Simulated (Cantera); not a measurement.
A closed system holds: 1 mol AlN, 0.041 mol HCl, a varied amount of N2, at 998 K and 101000 Pa.

Cantera equilibrium calculation (NASA polynomials, part measured and part estimated; ideal gas, pure solids and liquids). Candidate condensed phases: Al, AlCl3, AlN, NH4Cl; 20 gas species. Rates play no part.

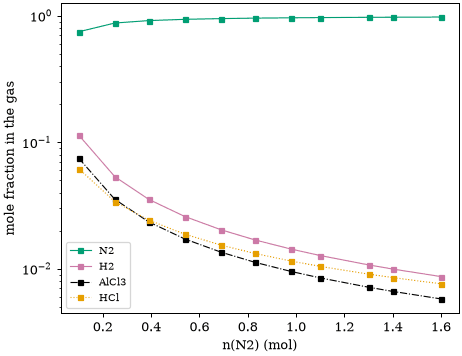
Figure. Equilibrium gas composition (values under 1e-9 drawn at 1e-9)

### Question
Read off the mole fractions at 0.25 mol N2.

### Answer
N2 about 0.88, H2 about 0.053, AlCl3 about 0.035, HCl about 0.034.
